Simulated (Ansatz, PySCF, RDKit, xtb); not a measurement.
**Isomers of C5H6F2OSi, a sample narrowed down**

Which of a sample of isomers of C5H6F2OSi is the most stable in the gas at 298.15 K, and what are its properties? The sample is small against all isomers, and the most stable one of this formula need not be in it.

The funnel: GFN2-xTB relaxations, single points with a density functional, relaxations at B3LYP/def2-SVP, harmonic vibrations (at GFN2-xTB), and a last energy at a higher level. All values are calculated.

**1. Candidates**

Isomers were taken from a list of plausible structures; this is a sample, not all of them. That gives 14 candidates.

Candidates are built by distance geometry, with a force field where one applies, in up to four conformers (letters a to d).

**2. Search with GFN2-xTB**

All 29 starts are relaxed the same way. One of them, c597c (taken from a list of plausible isomers, embedded by distance geometry and MMFF94), in full:

Contents of start.xyz:

```xyz
15
c597c
C     -0.271013     0.659703    -2.532222
C      0.027516     0.328985    -1.123235
C      0.986058    -0.484610    -0.745012
C      0.072235     0.161733     1.832653
C     -0.732557     0.951149     1.151794
F     -1.541673     0.197598    -2.900835
F      1.054404    -2.435132     1.250087
O     -0.769953     1.094620    -0.201117
Si     1.341156    -0.866236     1.000388
H      0.405328     0.208592    -3.245806
H     -0.265532     1.751406    -2.725876
H      1.579610    -1.058120    -1.464852
H      2.723735    -0.508261     1.376269
H      0.046305     0.118919     2.973465
H     -1.472123     1.558253     1.586494
```

Started as:

```bash
$ xtb start.xyz --gfn 2 --opt
```

What it wrote, cut to the lines that bear on the results:

```text
* xtb version 6.7.1
[...]
          :  # basis functions                  48          :
[...]
          :  # electrons                        50          :
[...]
          :  Hamiltonian                  GFN2-xTB          :
[...]
          :  net charge                          0          :
          :  unpaired electrons                  0          :
[...]
   *** convergence criteria satisfied after 13 iterations ***
[...]
   *** GEOMETRY OPTIMIZATION CONVERGED AFTER 68 ITERATIONS ***
[...]
   *** convergence criteria satisfied after 3 iterations ***
[...]
         ::                     SUMMARY                     ::
         :::::::::::::::::::::::::::::::::::::::::::::::::::::
         :: total energy             -29.045235315161 Eh    ::
         :: gradient norm              0.000660448503 Eh/a0 ::
         :: HOMO-LUMO gap              4.015415815524 eV    ::
         ::.................................................::
         :: SCC energy               -29.325283565308 Eh    ::
         :: -> isotropic ES            0.051250877740 Eh    ::
         :: -> anisotropic ES          0.000836520624 Eh    ::
         :: -> anisotropic XC         -0.000407639240 Eh    ::
         :: -> dispersion             -0.011451877207 Eh    ::
         :: repulsion energy           0.280048250147 Eh    ::
         :: add. restraining           0.000000000000 Eh    ::
         :: total charge              -0.000000000000 e     ::
         :::::::::::::::::::::::::::::::::::::::::::::::::::::
[...]
        25        2.0000           -0.3958692             -10.7721 (HOMO)
        26                         -0.2483054              -6.7567 (LUMO)
[...]
          | TOTAL ENERGY              -29.045235315161 Eh   |
          | GRADIENT NORM               0.000660448503 Eh/α |
          | HOMO-LUMO GAP               4.015415815524 eV   |
           -------------------------------------------------
[...]
```

Run time: 0.47 s. Hardware: 4 threads of Arm Neoverse V1, shared host.

**3. The minima found**

29 of the 29 relaxations converged; 2 ended on a minimum already found. 27 distinct structures remain, the lowest 22 here:

```
label  start                   SMILES after     spin  energy (kcal/mol)
c034a  drawn             CC1=CC=CO[Si]1(F)F  singlet                0.0
c905b  drawn            C#C/C=C\CO[SiH](F)F  singlet               33.8
c905d  drawn            C#C/C=C\CO[SiH](F)F  singlet               33.9
c905c  drawn            C#C/C=C\CO[SiH](F)F  singlet               33.9
c905a  drawn            C#C/C=C\CO[SiH](F)F  singlet               34.4
c597c  drawn           FCC1=C[Si@H](F)C=CO1  singlet               72.1
c016a  drawn           FC(F)c1ccc([SiH3])o1  singlet               90.4
c239c  drawn         C#C/C=C(/O[SiH3])C(F)F  singlet              103.5
c239a  drawn         C#C/C=C(/O[SiH3])C(F)F  singlet              103.6
c010a  drawn         C=C1OC=C([SiH3])C1(F)F  singlet              104.5
c239b  drawn         C#C/C=C(/O[SiH3])C(F)F  singlet              105.8
c094b  drawn         O=C1C=C(C(F)F)C[SiH2]1  singlet              113.6
c094a  drawn         O=C1C=C(C(F)F)C[SiH2]1  singlet              113.6
c309a  drawn           C#C[SiH2]OC(=C)C(F)F  singlet              114.6
c653a  drawn           FC(F)OC1=C[SiH2]C=C1  singlet              115.4
c309c  drawn           C#C[SiH2]OC(=C)C(F)F  singlet              115.6
c309b  drawn           C#C[SiH2]OC(=C)C(F)F  singlet              115.7
c309d  drawn           C#C[SiH2]OC(=C)C(F)F  singlet              115.8
c278a  drawn           FC(F)OC1=CC=C[SiH2]1  singlet              116.9
c278b  drawn           FC(F)OC1=CC=C[SiH2]1  singlet              117.2
c653b  drawn           FC(F)OC1=C[SiH2]C=C1  singlet              117.5
c642a  drawn  O=C1[SiH2]C[C@@]2(F)C[C@@]12F  singlet              118.2
```

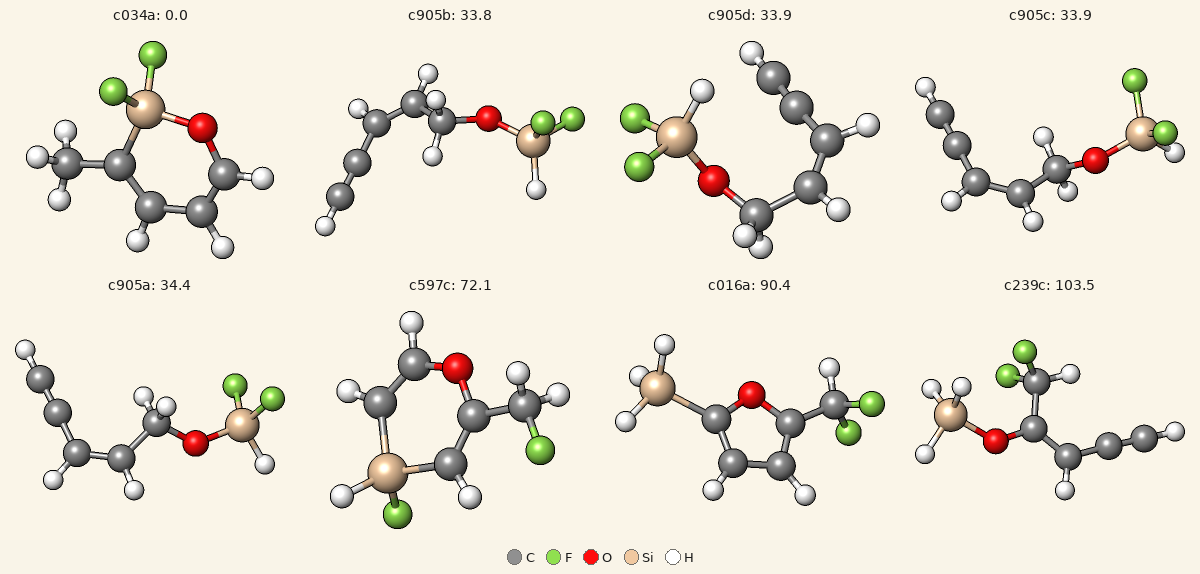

The 8 lowest minima that did not fall apart, with their GFN2-xTB energies in kcal/mol.

**4. Second filter: single points**

A choice of the minima (the low ones first, few conformers of a pattern, up to a cap) and the lowest that fell apart get a single point at r2SCAN-D4/def2-SVP on the tight-binding geometry, and one at HF/STO-3G for comparison. The lowest singlets are also tried as triplets at the same geometry (label ending in t). The first, c034a:

Contents of input.yaml:

```yaml
crystal:
  periodic: [false, false, false]
  atoms:
    - {symbol: C, position_ang: [-0.857809, -1.218519, 1.497255]}
    - {symbol: C, position_ang: [0.126626, -0.242326, 0.934197]}
    - {symbol: C, position_ang: [0.224655, -0.024417, -0.395476]}
    - {symbol: C, position_ang: [1.141919, 0.894221, -1.014910]}
    - {symbol: C, position_ang: [2.018597, 1.650205, -0.341569]}
    - {symbol: F, position_ang: [2.309759, -0.086628, 2.925881]}
    - {symbol: F, position_ang: [0.633502, 1.712043, 3.102173]}
    - {symbol: O, position_ang: [2.150630, 1.645545, 0.997526]}
    - {symbol: Si, position_ang: [1.279551, 0.731898, 2.016231]}
    - {symbol: H, position_ang: [-1.440445, -1.689338, 0.708686]}
    - {symbol: H, position_ang: [-1.533316, -0.712720, 2.185837]}
    - {symbol: H, position_ang: [-0.336373, -1.989134, 2.063609]}
    - {symbol: H, position_ang: [-0.426056, -0.569893, -1.068560]}
    - {symbol: H, position_ang: [1.118498, 0.975304, -2.089692]}
    - {symbol: H, position_ang: [2.701384, 2.334897, -0.824416]}
basis:
  gaussian: {orbitals: def2-SVP}
hamiltonian: {xc: {name: r2SCAN}, dispersion: d4}
scf: {lower_state_search: "off"}
```

Started as:

```bash
$ ansatz run input.yaml --threads 4 --pin off --max-ram 7830MiB --events-out events.jsonl --progress --plain --runs-dir runs
```

What it wrote, cut to the lines that bear on the results:

```text
Warning: RAYON_NUM_THREADS=4 ignored (pool sized by the plan → 4); use --threads N
Functional definition: r2SCAN
  name "r2SCAN"
[...]
1773 factors; their error is unknown
[...]
mean field -20625.92362907 eV, -757.9887126151 hartree, gradient 4.3e-6 eV, S^2 0.000000; 0 other end points of the search recorded, 0 dependent functions left out
reference -20625.92363998 eV, -757.9887130160 hartree; 38, 38 occupied and 122, 122 virtual orbitals, 1773 factors
Total energy: -20626.03877025 eV, -757.9929439753 hartree
Checks for a lower state left out: stability, starts, cluster_reference, orbital_swaps, neighbouring_geometries, increment
```

Wall time 2.8 s (4 threads of Arm Neoverse V1, shared host); peak memory 0.22 GiB.

Relative energies in kcal/mol, each column from its lowest structure that stays in one piece:

```
 label                SMILES     spin  GFN2-xTB  HF/STO-3G  r2SCAN-D4/def2-SVP
 c034a    CC1=CC=CO[Si]1(F)F  singlet       0.0        0.0                 0.0
 c905d   C#C/C=C\CO[SiH](F)F  singlet      33.9       77.4                62.1
 c905b   C#C/C=C\CO[SiH](F)F  singlet      33.8       76.5                62.4
c034at    CC1=CC=CO[Si]1(F)F  triplet         –          –                65.9
 c597c  FCC1=C[Si@H](F)C=CO1  singlet      72.1       40.0                77.5
c905dt   C#C/C=C\CO[SiH](F)F  triplet         –          –               137.3
```

**5. Third filter: density-functional geometries**

3 candidates are relaxed at B3LYP/def2-SVP (chosen among the lowest in one piece, one conformer a pattern, with other spins of them). The first, c034a:

Contents of input.yaml:

```yaml
crystal:
  periodic: [false, false, false]
  atoms:
    - symbol: C
      position_ang: [-0.857809, -1.218519, 1.497255]
    - symbol: C
      position_ang: [0.126626, -0.242326, 0.934197]
    - symbol: C
      position_ang: [0.224655, -0.024417, -0.395476]
    - symbol: C
      position_ang: [1.141919, 0.894221, -1.014910]
    - symbol: C
      position_ang: [2.018597, 1.650205, -0.341569]
    - symbol: F
      position_ang: [2.309759, -0.086628, 2.925881]
    - symbol: F
      position_ang: [0.633502, 1.712043, 3.102173]
    - symbol: O
      position_ang: [2.150630, 1.645545, 0.997526]
    - symbol: Si
      position_ang: [1.279551, 0.731898, 2.016231]
    - symbol: H
      position_ang: [-1.440445, -1.689338, 0.708686]
    - symbol: H
      position_ang: [-1.533316, -0.712720, 2.185837]
    - symbol: H
      position_ang: [-0.336373, -1.989134, 2.063609]
    - symbol: H
      position_ang: [-0.426056, -0.569893, -1.068560]
    - symbol: H
      position_ang: [1.118498, 0.975304, -2.089692]
    - symbol: H
      position_ang: [2.701384, 2.334897, -0.824416]
basis:
  gaussian:
    orbitals: def2-SVP
hamiltonian:
  xc: {name: B3LYP}
scf:
  lower_state_search: off
relax:
  f_tol: 0.006
```

Started as:

```bash
$ ansatz run input.yaml --threads 4 --pin off --max-ram 7830MiB --events-out events.jsonl --progress --plain --runs-dir runs
```

What it wrote, cut to the lines that bear on the results:

```text
Warning: RAYON_NUM_THREADS=4 ignored (pool sized by the plan → 4); use --threads N
[...]
Functional definition: B3LYP
  name "B3LYP"
[...]
1742 factors; integrals over basis functions are off by at most 3.5e-4 eV
[...]
mean field -20633.44649853 eV, -758.2651729686 hartree, gradient 7.9e-6 eV, S^2 0.000000; 0 other end points of the search recorded, 0 dependent functions left out
[...]
Atom 11 at    -0.353430    -2.018733     2.102016 Å, force     0.000351     0.000261    -0.000270 eV/Å
Atom 12 at    -0.424239    -0.567345    -1.057126 Å, force     0.000101     0.000166    -0.000032 eV/Å
Atom 13 at     1.134289     0.993252    -2.123160 Å, force     0.000318     0.000090     0.000044 eV/Å
Atom 14 at     2.735657     2.370939    -0.861764 Å, force     0.000142    -0.000608    -0.000667 eV/Å
Dipole moment:    -0.223484    -0.156944    -0.539666 e Å
Checks for a lower state left out: stability, starts, cluster_reference, orbital_swaps, neighbouring_geometries, increment
```

Wall time 22 s (4 threads of Arm Neoverse V1, shared host); peak memory 0.45 GiB.

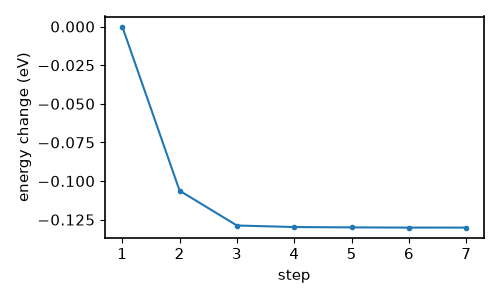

Energy along the run, all evaluated steps.

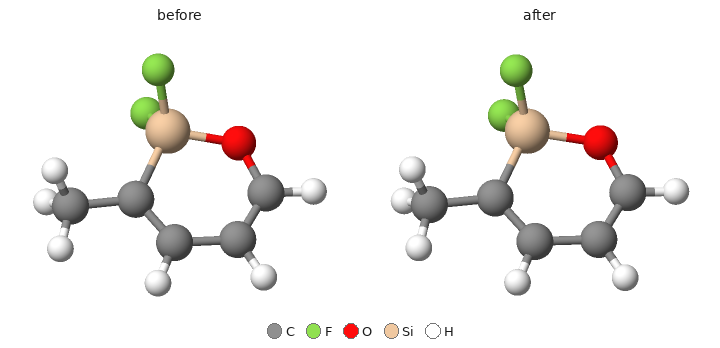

Before and after, at one scale.

After the run. Bond lengths: C1–C2 1.509 Å, C2–C3 1.366 Å, C3–C4 1.452 Å, C4–C5 1.353 Å, C5–O8 1.349 Å, C2–Si9 1.828 Å, F6–Si9 1.614 Å, F7–Si9 1.614 Å, O8–Si9 1.672 Å, C1–H10 1.102 Å, C1–H11 1.104 Å, C1–H12 1.104 Å, C3–H13 1.098 Å, C4–H14 1.091 Å, C5–H15 1.094 Å. Some angles: C1–C2–C3 122.3°, C1–C2–Si9 122.3°, C3–C2–Si9 115.3°, C2–C3–C4 126.6°, C3–C4–C5 123.6°, C4–C5–O8 123.7°, C5–O8–Si9 124.3°, C2–Si9–F6 115.3°, C2–Si9–F7 115.3°, C2–Si9–O8 106.4°.

**6. The relaxed candidates**

```
 label     spin  r2SCAN-D4/def2-SVP (kcal/mol)  B3LYP/def2-SVP, relaxed (kcal/mol)     time
 c034a  singlet                            0.0                                 0.0     22 s
c034at  triplet                           65.9                                54.8  3.8 min
 c905d  singlet                           62.1                                55.6     87 s
```

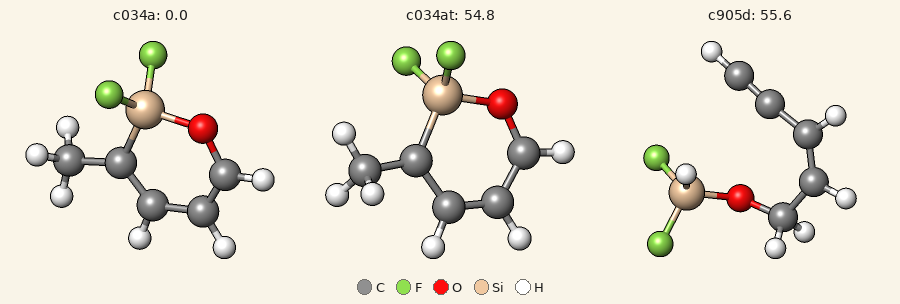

The relaxed structures, with energies at B3LYP/def2-SVP in kcal/mol.

**7. Vibrations and thermal terms**

The lowest few in one piece go on as finalists. In this search the thermal terms come from GFN2-xTB at its own nearest minimum. The first, c034a:

Contents of start.xyz:

```xyz
15
c034a
C     -0.858630    -1.222543     1.527878
C      0.133103    -0.239695     0.956190
C      0.241921    -0.008696    -0.385874
C      1.158625     0.911401    -1.035199
C      2.048628     1.679907    -0.365226
F      2.290805    -0.151211     2.906059
F      0.561723     1.696716     3.085366
O      2.180795     1.674826     0.977333
Si     1.273072     0.724995     2.010748
H     -1.452750    -1.702041     0.733761
H     -1.558448    -0.730633     2.225770
H     -0.353430    -2.018733     2.102016
H     -0.424239    -0.567345    -1.057126
H      1.134289     0.993252    -2.123160
H      2.735657     2.370939    -0.861764
```

Started as:

```bash
$ xtb start.xyz --gfn 2 --ohess tight
```

What it wrote, cut to the lines that bear on the results:

```text
[...]
         ::                     SUMMARY                     ::
         :::::::::::::::::::::::::::::::::::::::::::::::::::::
         :: total energy             -29.160091202404 Eh    ::
         :: gradient norm              0.000111575484 Eh/a0 ::
         :: HOMO-LUMO gap              3.286155853043 eV    ::
         ::.................................................::
         :: SCC energy               -29.463631439836 Eh    ::
         :: -> isotropic ES            0.057893572776 Eh    ::
         :: -> anisotropic ES         -0.000743291489 Eh    ::
         :: -> anisotropic XC          0.004493950228 Eh    ::
         :: -> dispersion             -0.012067325248 Eh    ::
         :: repulsion energy           0.303540237433 Eh    ::
         :: add. restraining           0.000000000000 Eh    ::
         :: total charge              -0.000000000000 e     ::
         :::::::::::::::::::::::::::::::::::::::::::::::::::::
[...]
          | TOTAL ENERGY              -29.160091202417 Eh   |
          | TOTAL ENTHALPY            -29.047282265735 Eh   |
          | TOTAL FREE ENERGY         -29.092467166159 Eh   |
          | GRADIENT NORM               0.000111589317 Eh/α |
[...]
```

Wall time 0.27 s (4 threads of Arm Neoverse V1, shared host).

**8. Zero-point energy and free-energy terms**

As xtb prints them, at 298.15 K, with its own treatment of low modes:

```
 label                                   SMILES     spin  lowest mode (cm⁻¹)  zero-point (kcal/mol)  G − E (kcal/mol)
 c034a                       CC1=CC=CO[Si]1(F)F  singlet                  72                   64.2              42.4
c034at  [CH3][C]1[CH][CH][CH][O][Si]1([F])[F] ‡  triplet                  42                   62.0              39.5
 c905d                      C#C/C=C\CO[SiH](F)F  singlet                  25                   60.7              37.6
```

‡ marks the bonded skeleton alone, with all bonds drawn single: no Lewis structure was assigned that passes a check against the bond lengths.

**9. Energies at the top level**

Each finalist gets a single point at CCSD(T)/def2-SVP + MP2/def2-TZVPP - MP2/def2-SVP.

c034a, CCSD(T)/def2-SVP:

Contents of input.yaml:

```yaml
crystal:
  periodic: [false, false, false]
  atoms:
    - {symbol: C, position_ang: [-0.858630, -1.222543, 1.527878]}
    - {symbol: C, position_ang: [0.133103, -0.239695, 0.956190]}
    - {symbol: C, position_ang: [0.241921, -0.008696, -0.385874]}
    - {symbol: C, position_ang: [1.158625, 0.911401, -1.035199]}
    - {symbol: C, position_ang: [2.048628, 1.679907, -0.365226]}
    - {symbol: F, position_ang: [2.290805, -0.151211, 2.906059]}
    - {symbol: F, position_ang: [0.561723, 1.696716, 3.085366]}
    - {symbol: O, position_ang: [2.180795, 1.674826, 0.977333]}
    - {symbol: Si, position_ang: [1.273072, 0.724995, 2.010748]}
    - {symbol: H, position_ang: [-1.452750, -1.702041, 0.733761]}
    - {symbol: H, position_ang: [-1.558448, -0.730633, 2.225770]}
    - {symbol: H, position_ang: [-0.353430, -2.018733, 2.102016]}
    - {symbol: H, position_ang: [-0.424239, -0.567345, -1.057126]}
    - {symbol: H, position_ang: [1.134289, 0.993252, -2.123160]}
    - {symbol: H, position_ang: [2.735657, 2.370939, -0.861764]}
basis:
  gaussian:
    orbitals: def2-SVP
magnetization:
  spin_polarized: false
correlation:
  method: ccsd_t
  frozen_orbitals: {C: 1, H: 0, Si: 5, O: 1, F: 1}
```

Started as:

```bash
$ ansatz run input.yaml --threads 4 --pin off --max-ram 7830MiB --events-out events.jsonl --progress --plain --runs-dir runs
```

What it wrote, cut to the lines that bear on the results:

```text
Warning: RAYON_NUM_THREADS=4 ignored (pool sized by the plan → 4); use --threads N
Functional definition: HF
  name "HF"
[...]
1590 factors; integrals over basis functions are off by at most 1.3e-3 eV
[...]
mean field -20550.32113760 eV, -755.2103722987 hartree, gradient 2.2e-6 eV, S^2 0.000000; 0 other end points of the search recorded, 0 dependent functions left out; unrestricted orbitals would lower it
13 core orbitals not correlated: weight in the atoms' cores, before any rotation towards them, 1.000 or more for the frozen orbitals, at most 0.000 for the correlated occupied ones
reference -20550.32113760 eV, -755.2103722987 hartree; 25, 25 occupied and 122, 122 virtual orbitals, 1590 factors
second order -35.23343654 eV of doubles, -0.00000000 eV of singles
cycle   1  -35.51140980 eV  change   -2.8e-1 eV  update   1.4e-1
[...]
cycle   9  -36.59501862 eV  change   -3.6e-5 eV  update   5.8e-5
perturbative correction -1.14150458 eV, -0.0419495195 hartree
Total energy: -20588.05766079 eV, -756.5971639474 hartree
```

It took 68 s on 4 threads of Arm Neoverse V1, shared host; peak memory 1.8 GiB.

**10. c034a at MP2/def2-TZVPP**

Edit input.yaml of step 9 so:

```diff
@@ -1 +1,4 @@
+basis:
+  gaussian:
+    orbitals: def2-TZVPP
 crystal:
@@ -18,9 +21,4 @@
     - {symbol: H, position_ang: [2.735657, 2.370939, -0.861764]}
-basis:
-  gaussian:
-    orbitals: def2-SVP
-magnetization:
-  spin_polarized: false
 correlation:
-  method: ccsd_t
+  method: mp2
   frozen_orbitals: {C: 1, H: 0, Si: 5, O: 1, F: 1}
```

Started as:

```bash
$ ansatz run input.yaml --threads 4 --pin off --max-ram 7830MiB --events-out events.jsonl --progress --plain --runs-dir runs
```

What it wrote, cut to the lines that bear on the results:

```text
Warning: RAYON_NUM_THREADS=4 ignored (pool sized by the plan → 4); use --threads N
[... 2 set-up lines as earlier in the session ...]
[...]
2295 factors; integrals over basis functions are off by at most 1.0e-3 eV
[...]
mean field -20568.75778553 eV, -755.8879066135 hartree, gradient 1.7e-6 eV, S^2 0.000000; 0 other end points of the search recorded, 0 dependent functions left out; unrestricted orbitals would lower it
13 core orbitals not correlated: weight in the atoms' cores, before any rotation towards them, 1.000 or more for the frozen orbitals, at most 0.000 for the correlated occupied ones
reference -20568.75778553 eV, -755.8879066135 hartree; 25, 25 occupied and 336, 336 virtual orbitals, 2295 factors
second order -44.58178166 eV of doubles, -0.00000000 eV of singles
Total energy: -20613.33956719 eV, -757.5262568708 hartree
```

Run time: 15 s. Hardware: 4 threads of Arm Neoverse V1, shared host; peak memory 1.5 GiB.

**11. c034at at CCSD(T)/def2-SVP**

Contents of input.yaml:

```yaml
crystal:
  periodic: [false, false, false]
  atoms:
    - {symbol: C, position_ang: [-0.835712, -1.229800, 1.532638]}
    - {symbol: C, position_ang: [0.138589, -0.222674, 1.015215]}
    - {symbol: C, position_ang: [0.127767, 0.099137, -0.430415]}
    - {symbol: C, position_ang: [1.023573, 0.951767, -1.013635]}
    - {symbol: C, position_ang: [2.077929, 1.666815, -0.344420]}
    - {symbol: F, position_ang: [2.381606, -0.307486, 2.835416]}
    - {symbol: F, position_ang: [0.768854, 1.638716, 3.149118]}
    - {symbol: O, position_ang: [2.299952, 1.597927, 0.993307]}
    - {symbol: Si, position_ang: [1.376861, 0.657027, 2.023000]}
    - {symbol: H, position_ang: [-0.722003, -2.197121, 1.003853]}
    - {symbol: H, position_ang: [-1.878499, -0.905333, 1.342060]}
    - {symbol: H, position_ang: [-0.736193, -1.422558, 2.610948]}
    - {symbol: H, position_ang: [-0.633074, -0.379306, -1.054747]}
    - {symbol: H, position_ang: [0.960268, 1.132127, -2.090846]}
    - {symbol: H, position_ang: [2.761203, 2.331900, -0.874721]}
basis:
  gaussian: {orbitals: def2-SVP}
correlation: {method: ccsd_t, frozen_orbitals: {C: 1, H: 0, Si: 5, O: 1, F: 1}}
scf: {omitted_lower_state_checks: [cluster_reference]}
magnetization: {spin_polarized: true, initial_magnetization: 2}
```

Started as:

```bash
$ ansatz run input.yaml --threads 4 --pin off --max-ram 7830MiB --events-out events.jsonl --progress --plain --runs-dir runs
```

What it wrote, cut to the lines that bear on the results:

```text
Warning: RAYON_NUM_THREADS=4 ignored (pool sized by the plan → 4); use --threads N
[... 2 set-up lines as earlier in the session ...]
[...]
1591 factors; integrals over basis functions are off by at most 1.6e-3 eV
[...]
mean field -20548.70216664 eV, -755.1508762136 hartree, gradient 1.6e-6 eV, S^2 2.132339; 0 other end points of the search recorded, 0 dependent functions left out
13 core orbitals not correlated: weight in the atoms' cores, before any rotation towards them, 1.000 or more for the frozen orbitals, at most 0.000 for the correlated occupied ones
reference -20548.70216664 eV, -755.1508762136 hartree; 26, 24 occupied and 121, 123 virtual orbitals, 1591 factors
second order -33.79755143 eV of doubles, -0.00000000 eV of singles
cycle   1  -34.50154842 eV  change   -7.0e-1 eV  update   1.5e-1
[...]
cycle  13  -35.73434525 eV  change   -1.9e-5 eV  update   4.4e-5
perturbative correction -1.03633822 eV, -0.0380847272 hartree
Total energy: -20585.47285012 eV, -756.5021739072 hartree
Checks for a lower state left out: cluster_reference
```

It took 5.7 min on 4 threads of Arm Neoverse V1, shared host; peak memory 4.8 GiB.

For c034a, c905d the log finds that unrestricted Hartree-Fock orbitals lie lower, a sign to watch the closed-shell reference there.

(Part 1 of 2 ends here.)
